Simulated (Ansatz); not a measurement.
**C2H4ClSi (SMILES C=C[SiH]Cl) at UHF/3-21G**

What is the electronic atomisation energy of C2H4ClSi at UHF/3-21G? 

The calculation is run with Ansatz 0.2.0.

57 further runs of the same task are left out: 57 set aside as unsound or not needed.

## (1) Starting point

C2H4ClSi has 8 atoms, charge 0, and is taken as a doublet. SMILES: `C=C[SiH]Cl`. Geometry: relaxed at PBE0-D4/def2-TZVP.

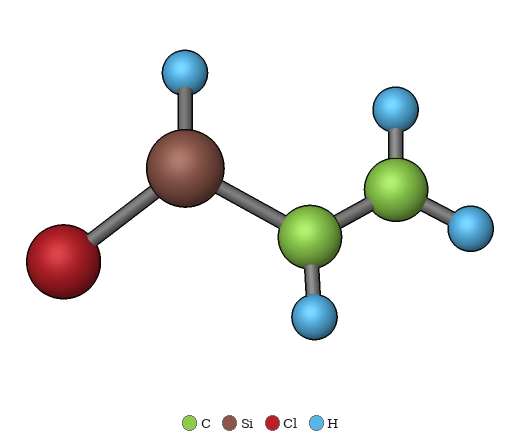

Viewed from a chosen angle; carbon green, silicon brown, chlorine red, hydrogen blue.

## (2) The energy at UHF/3-21G

in.yaml reads:

```yaml
basis:
  gaussian: {orbitals: 3-21G.json}
crystal:
  periodic: [false, false, false]
  atoms:
    - {symbol: C, position_ang: [0.647000, 1.027000, -0.659700]}
    - {symbol: C, position_ang: [0.628500, -0.066700, 0.105400]}
    - {symbol: Si, position_ang: [-0.903600, -0.642600, 0.947100]}
    - {symbol: Cl, position_ang: [-1.031600, -2.697900, 0.941300]}
    - {symbol: H, position_ang: [-0.256900, 1.588200, -0.880600]}
    - {symbol: H, position_ang: [1.563900, 1.404900, -1.102500]}
    - {symbol: H, position_ang: [1.561300, -0.591000, 0.301600]}
    - {symbol: H, position_ang: [-2.116300, -0.079100, 0.291500]}
magnetization: {spin_polarized: true, initial_magnetization: 1}
hamiltonian: {xc: hf}
accuracy: high
output: {orbitals: {seedname: orbitals}}
```

The basis set 3-21G is read from a file made from the Basis Set Exchange's data (not shown).

The run is started by

```bash
$ ansatz run in.yaml --threads 1 --pin off --max-ram 3480MiB --events-out events.jsonl --progress --plain --runs-dir runs
```

The program printed:

```text
Warning: RAYON_NUM_THREADS=1 ignored (pool sized by the plan → 1); use --threads N
Functional definition: HF
  name "HF"
  exchange = exact_x
  correlation = 0
1203 factors; integrals over basis functions are off by at most 8.1e-9 eV
mean field evaluation 1: about -22374.2817 eV, gradient 1.5e1 eV
mean field evaluation 2: about -22374.5541 eV, gradient 1.5e1 eV
mean field evaluation 4: about -22376.2884 eV, gradient 1.8e0 eV
mean field evaluation 8: about -22376.3674 eV, gradient 4.1e-1 eV
mean field evaluation 16: about -22376.4051 eV, gradient 7.0e-5 eV
mean field -22376.40510608 eV, -822.3177203764 hartree, gradient 8.1e-8 eV, S^2 0.900653; 0 other end points of the search recorded, 0 dependent functions left out
reference -22376.40510608 eV, -822.3177203764 hartree; 24, 23 occupied and 28, 29 virtual orbitals, 1203 factors
Total energy: -22376.40510608 eV, -822.3177203764 hartree
```

Wall time 1.1 s (1 thread of Intel Xeon Platinum 8488C (Sapphire Rapids), shared host); peak memory 0.17 GiB.

## (3) The C atom at the same level

run.yaml reads:

```yaml
crystal:
  periodic: [false, false, false]
  atoms:
    - {symbol: C, position_ang: [0.000000, 0.000000, 0.000000]}
basis:
  gaussian:
    orbitals: 3-21G.json
hamiltonian:
  xc: hf
accuracy: high
magnetization:
  spin_polarized: true
  initial_magnetization: 2
```

The basis set 3-21G is read from a file made from the Basis Set Exchange's data (not shown).

The run is started by

```bash
$ ansatz run run.yaml --threads 1 --pin off --max-ram 3480MiB --events-out events.jsonl --progress --plain --runs-dir runs
```

The program printed:

```text
Warning: RAYON_NUM_THREADS=1 ignored (pool sized by the plan → 1); use --threads N
[... 4 set-up lines as earlier in the session ...]
42 factors; integrals over basis functions are off by at most 3.1e-9 eV
mean field evaluation 1: about -1019.7341 eV, gradient 4.9e0 eV
mean field evaluation 2: about -1019.7347 eV, gradient 4.9e0 eV
mean field evaluation 4: about -1019.9117 eV, gradient 1.9e-1 eV
mean field evaluation 8: about -1019.9119 eV, gradient 6.4e-5 eV
mean field evaluation 16: about -1019.9118 eV, gradient 6.1e-2 eV
mean field evaluation 32: about -1019.9119 eV, gradient 2.8e-8 eV
mean field -1019.91186813 eV, -37.4810698326 hartree, gradient 2.8e-8 eV, S^2 2.000971; 2 other end points of the search recorded, 0 dependent functions left out
reference -1019.91186813 eV, -37.4810698326 hartree; 4, 2 occupied and 5, 7 virtual orbitals, 42 factors
Total energy: -1019.91186813 eV, -37.4810698326 hartree
```

Run time: 0.04 s. Hardware: 1 thread of Intel Xeon Platinum 8488C (Sapphire Rapids), shared host.

## (4) The Cl atom, same level

run.yaml reads:

```yaml
crystal:
  periodic: [false, false, false]
  atoms:
    - symbol: Cl
      position_ang: [0.000000, 0.000000, 0.000000]
basis:
  gaussian:
    orbitals: 3-21G.json
magnetization:
  spin_polarized: true
  initial_magnetization: 1
hamiltonian:
  xc: hf
accuracy: high
```

The basis set 3-21G is read from a file made from the Basis Set Exchange's data (not shown).

The run is started by

```bash
$ ansatz run run.yaml --threads 1 --pin off --max-ram 3480MiB --events-out events.jsonl --progress --plain --runs-dir runs
```

The program printed:

```text
Warning: RAYON_NUM_THREADS=1 ignored (pool sized by the plan → 1); use --threads N
[... 4 set-up lines as earlier in the session ...]
77 factors; integrals over basis functions are off by at most 2.5e-9 eV
mean field evaluation 1: about -12443.0941 eV, gradient 2.3e0 eV
mean field evaluation 2: about -12443.0959 eV, gradient 2.2e0 eV
mean field evaluation 4: about -12443.1283 eV, gradient 2.2e-1 eV
mean field evaluation 8: about -12443.1289 eV, gradient 2.9e-3 eV
mean field evaluation 16: about -12443.1234 eV, gradient 6.8e-1 eV
mean field evaluation 32: about -12443.1289 eV, gradient 9.0e-3 eV
mean field -12443.12887118 eV, -457.2765517601 hartree, gradient 6.4e-8 eV, S^2 0.750372; 0 other end points of the search recorded, 0 dependent functions left out
reference -12443.12887118 eV, -457.2765517601 hartree; 9, 8 occupied and 4, 5 virtual orbitals, 77 factors
Total energy: -12443.12887118 eV, -457.2765517601 hartree
```

Run time: 0.06 s. Hardware: 1 thread of Intel Xeon Platinum 8488C (Sapphire Rapids), shared host.

## (5) The H atom

molecule.yaml reads:

```yaml
basis:
  gaussian:
    orbitals: 3-21G.json
crystal:
  periodic: [false, false, false]
  atoms:
    - {symbol: H, position_ang: [0.000000, 0.000000, 0.000000]}
accuracy: high
magnetization:
  spin_polarized: true
  initial_magnetization: 1
hamiltonian:
  xc: hf
```

The basis set 3-21G is read from a file made from the Basis Set Exchange's data (not shown).

The run is started by

```bash
$ ansatz run molecule.yaml --threads 1 --pin off --max-ram 3480MiB --events-out events.jsonl --progress --plain --runs-dir runs
```

The program printed:

```text
Warning: RAYON_NUM_THREADS=1 ignored (pool sized by the plan → 1); use --threads N
[... 4 set-up lines as earlier in the session ...]
3 factors; integrals over basis functions are off by at most 5.6e-10 eV
mean field evaluation 1: about -13.4868 eV, gradient 1.3e0 eV
mean field evaluation 2: about -13.4868 eV, gradient 1.3e0 eV
mean field evaluation 4: about -13.5023 eV, gradient 2.1e-5 eV
mean field evaluation 8: about -13.5023 eV, gradient 1.0e-12 eV
mean field -13.50225274 eV, -0.4961986360 hartree, gradient 4.5e-8 eV, S^2 0.750000; 0 other end points of the search recorded, 0 dependent functions left out
reference -13.50225274 eV, -0.4961986360 hartree; 1, 0 occupied and 1, 2 virtual orbitals, 3 factors
Total energy: -13.50225274 eV, -0.4961986360 hartree
```

It took 0.04 s on 1 thread of Intel Xeon Platinum 8488C (Sapphire Rapids), shared host.

## (6) The Si atom

molecule.yaml reads:

```yaml
crystal:
  periodic: [false, false, false]
  atoms:
    - {symbol: Si, position_ang: [0.000000, 0.000000, 0.000000]}
basis:
  gaussian: {orbitals: 3-21G.json}
magnetization: {spin_polarized: true, initial_magnetization: 2}
hamiltonian: {xc: hf}
accuracy: high
```

The basis set 3-21G is read from a file made from the Basis Set Exchange's data (not shown).

Run the same way, it converges to -287.34443 Eh (log not shown).

## (7) Summary of results

Level: UHF/3-21G.

| quantity | value |
| --- | --- |
| molecule: total energy | -822.31772 Eh |
| molecule: HOMO energy (highest over α and β) | -8.99 eV |
| molecule: LUMO energy (lowest over α and β) | 0.94 eV |
| molecule: ⟨S²⟩ | 0.901 |
| C atom: total energy | -37.48107 Eh |
| C atom: ⟨S²⟩ | 2.001 |
| Cl atom: total energy | -457.27655 Eh |
| Cl atom: ⟨S²⟩ | 0.750 |
| H atom: total energy | -0.49620 Eh |
| H atom: ⟨S²⟩ | 0.750 |
| Si atom: total energy | -287.34443 Eh |
| Si atom: ⟨S²⟩ | 2.000 |
| electronic atomisation energy | 20.403 eV |

Taking the molecule apart into free atoms costs 20.40 eV (471 kcal/mol), before zero-point energy and without spin-orbit coupling. Hartree–Fock lacks the correlation of the bonding pairs, which as a rule makes this value much too low; in minimal bases other errors can mask that. The basis has no polarisation functions, which makes bonds too weak. ⟨S²⟩ (molecule) is 0.90 where a pure doublet has 0.75: the reference is spin-contaminated.
